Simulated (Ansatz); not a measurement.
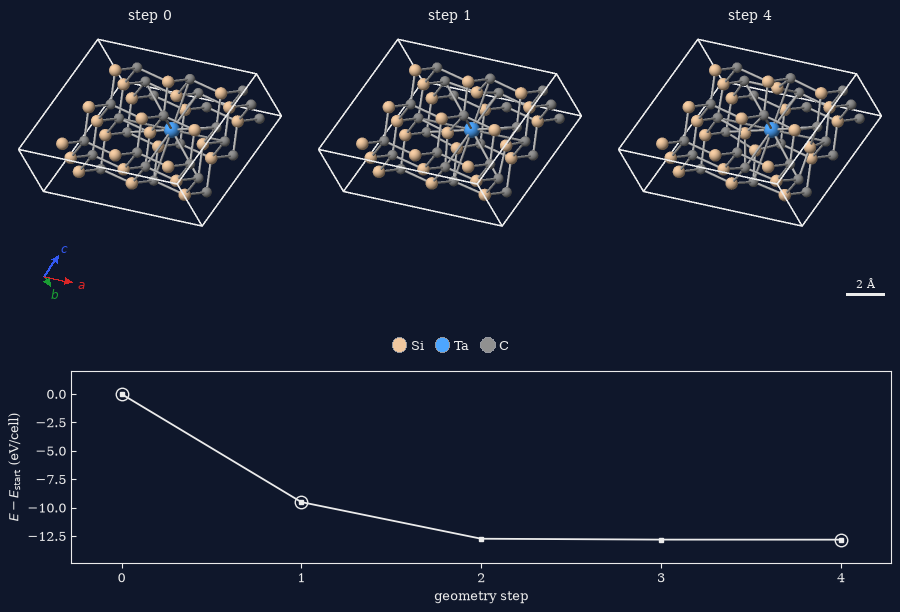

Frames of a relaxation of a defect cell of composition TaSi$_{27}$C$_{26}$, marked on the history of the run. The picture is a ball-and-stick view of the cell of the calculation (origin shifted), seen from a free direction.

All numbers below come from DFT, PBE, plane-wave PAW, default files, scalar-relativistic (Ansatz). Set-up: plane-wave cutoff 420 eV; k-point mesh 3 × 3 × 3; occupations fermi dirac; smearing width 0.01 eV; collinear spin; atoms relaxed in a fixed cell; force threshold 0.03 eV/Å; at most 40 steps.

Question: What happens along the run?

Answer: The largest moves, 0.43 Å, are those of Si atoms. By element the largest moves are Si 0.43 Å, C 0.07 Å. Ta stays in place. The cell doesn't change. Some distances before and after: Si–Si 3.082 → 3.786 Å, Si–Ta 1.887 → 2.318 Å, Si–Si 3.082 → 2.741 Å, C–Ta 3.082 → 3.148 Å. Among the angles between lasting bonds that change: Si–C–Si 109.5° → 95.3°, C–Si–C 109.5° → 118.4°, C–Si–C 109.5° → 105.5°. Over 4 geometry steps the energy falls by 12.810 eV per cell of the calculation. The largest force component goes from 9.7 to 0.021 eV/Å. Cost: 3.1 min on 4 threads of Arm Neoverse V2, on a shared host, peak memory 2.5 GiB. From step 0 to 1: Si atoms move most (0.19 Å), energy −9.504 eV per cell of the calculation. From step 1 to 4: Si atoms move most (0.24 Å), energy −3.305 eV per cell of the calculation.
